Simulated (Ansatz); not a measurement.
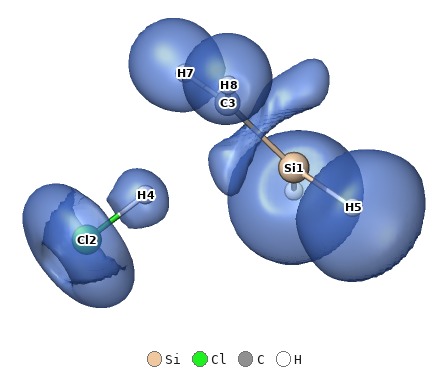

The picture shows: CH4Si···HCl. Isosurface of the ELF at 0.85 (blue), seen at a tilt. Core shells and regions of very low density are left out.

The product side of a reaction path; geometry: PBE0-D4/def2-TZVP.

The calculation used Ansatz, RKS PBE0-D4/def2-TZVPP.

The calculation's input:

```
crystal:
  periodic: [false, false, false]
  atoms:
    - {symbol: Si, position_ang: [-1.118269, -0.598252, 0.098683]}
    - {symbol: Cl, position_ang: [2.288610, 0.385287, -1.744788]}
    - {symbol: C, position_ang: [0.007895, 0.452804, 0.824102]}
    - {symbol: H, position_ang: [1.335071, 0.314493, -0.852736]}
    - {symbol: H, position_ang: [-2.188768, -0.114322, -0.795922]}
    - {symbol: H, position_ang: [-1.051732, -2.064108, 0.263904]}
    - {symbol: H, position_ang: [0.781921, 0.094420, 1.493693]}
    - {symbol: H, position_ang: [-0.054726, 1.529678, 0.713065]}
basis:
  gaussian: {orbitals: def2-TZVPP}
hamiltonian: {xc: pbe0, dispersion: d4}
output: {orbitals: {seedname: orbitals}}
```

Command:

```sh
ansatz run in.yaml --threads 2 --pin off --events-out ev --progress --plain --max-ram 4352MiB
```

### Describe the localisation domains.

The surface consists of one region between bonded C–Si atoms (shared pairs), five regions around hydrogen nuclei and one ring or bowl of non-bonding electrons around Cl. Along the contacts the grid gives the following. C3···H4 (2.14 Å): the ELF dips to about 0.20 between them. C–Si (1.70 Å): the ELF peaks at about 0.90 between the atoms (localised, covalent bonding).
